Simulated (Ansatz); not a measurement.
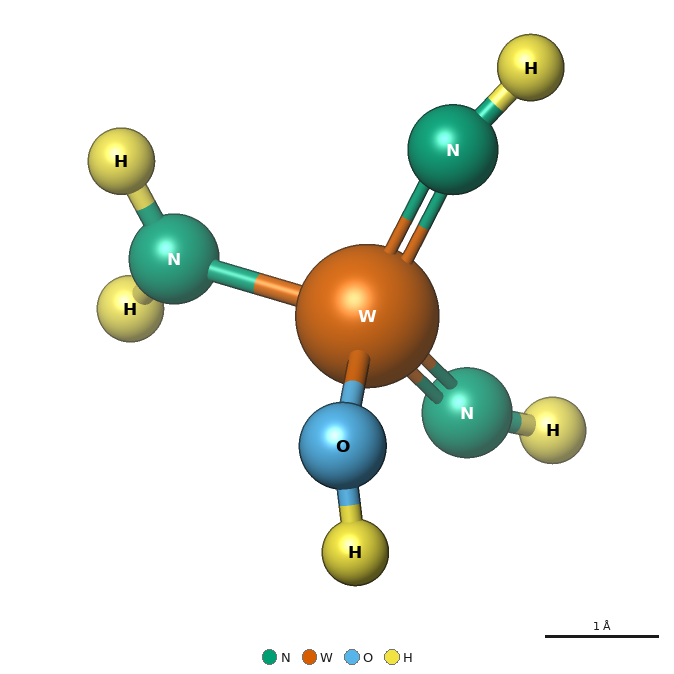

Distant atoms are faded towards the background colour. Charge 0, singlet. The geometry was computed by an optimisation with PBE0-D4/def2-TZVP. Masses are those of the most abundant isotopes; constants are for the rigid equilibrium geometry.

### Classify the rotor and give the rotational constants (MHz).

An asymmetric top (C1): A = 3540, B = 3139, C = 3112 MHz. Ray's parameter κ is −0.87, close to the prolate limit.
